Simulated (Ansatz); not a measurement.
CH5MoNO3 (SMILES C[O][Mo]([NH2])(=[O])=[O])

```yaml
atoms:
  - { symbol: C, position_ang: [-1.6954, -0.2963, -0.0613] }
  - { symbol: Mo, position_ang: [0.7694, 1.0292, 1.2223] }
  - { symbol: N, position_ang: [1.0250, 2.9211, 1.4677] }
  - { symbol: O, position_ang: [-0.8690, 0.7233, 0.4122] }
  - { symbol: O, position_ang: [1.9983, 0.4316, 0.2455] }
  - { symbol: O, position_ang: [0.8047, 0.2722, 2.7214] }
  - { symbol: H, position_ang: [-1.9789, -0.9854, 0.7526] }
  - { symbol: H, position_ang: [-1.1944, -0.8742, -0.8568] }
  - { symbol: H, position_ang: [-2.6133, 0.1487, -0.4779] }
  - { symbol: H, position_ang: [0.8391, 3.4046, 2.3424] }
  - { symbol: H, position_ang: [1.5656, 3.5023, 0.8327] }
```

Geometry: PBE0-D4/def2-SVP; core potentials replace the inner electrons of Mo.

These are results of isolated molecule in a Gaussian basis; Kohn-Sham density functional theory, functional PBE0 (Ansatz), not measurements.

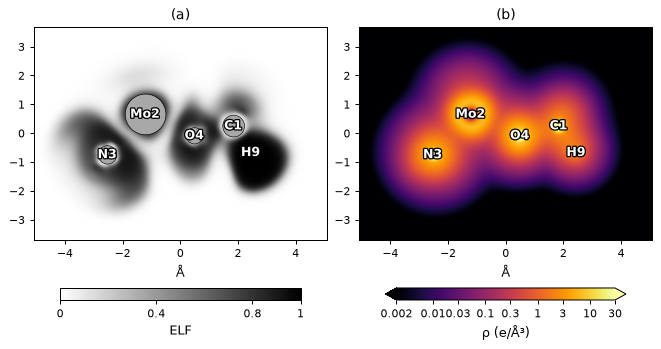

Figure 1. (a) electron localisation function; (b) electron density on the plane of atoms C1, O4 and Mo2. Grey discs cover the atomic cores in the ELF map.

Describe what can be read from this map.

The plane passes through C, Mo, N, O and H nuclei. C–O (1.40 Å): ρ at the midpoint is about 2.1 e/Å³, with its minimum of 1.7 e/Å³ about 0.5 Å from C; the ELF peaks at about 0.90 between the atoms (a shared but strongly polarised pair). Mo–N (1.92 Å): ρ at the midpoint is about 1.1 e/Å³; the ELF peaks at about 0.90 in the valence shell of N, 0.6 Å from its nucleus, and is about 0.35 at the midpoint. Mo–O (1.85 Å): the density is about 1.2 e/Å³ at the midpoint; the ELF peaks at about 0.80 in the valence shell of O, 0.5 Å from its nucleus, and drops to about 0.25 between the two atoms. C–H (1.10 Å): ρ is about 2 e/Å³ halfway; the ELF climbs to about 1 towards the hydrogen, as it does in any bond to H; an ordinary covalent bond to hydrogen.

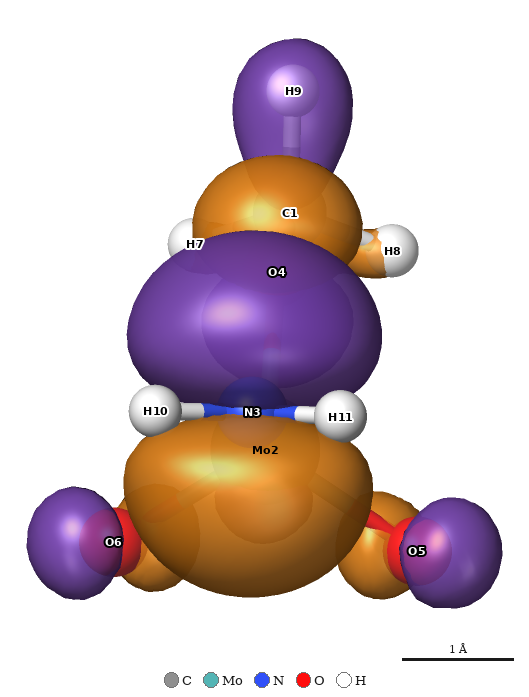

Figure 2. The HOMO at ±0.1 Å⁻³ᐟ² (orange and purple are the two phases), seen at an oblique angle.

What is the character of this orbital?

Its weight (Hirshfeld) is mainly on N3 (about 55 %), O4 (about 15 %) and Mo2 (about 10 %). Its energy is −8.30 eV.

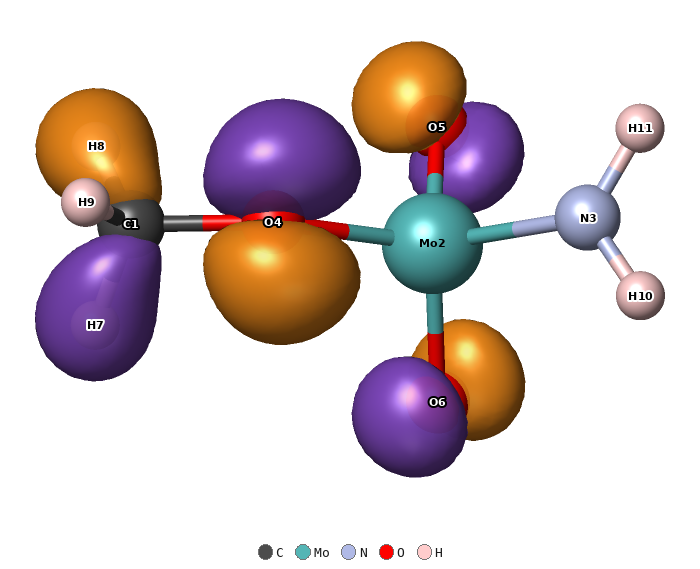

Figure 3. The HOMO−1 at ±0.15 Å⁻³ᐟ² (orange and purple are the two phases), seen from one side.

Where does this orbital lie, and at what energy?

By Hirshfeld shares it lies mainly on O4 (about 45 %), O5 (about 15 %), O6 (about 15 %) and C1 (about 10 %); largely a combination of lone pairs on O4, O5 and O6. Its energy is −8.70 eV.
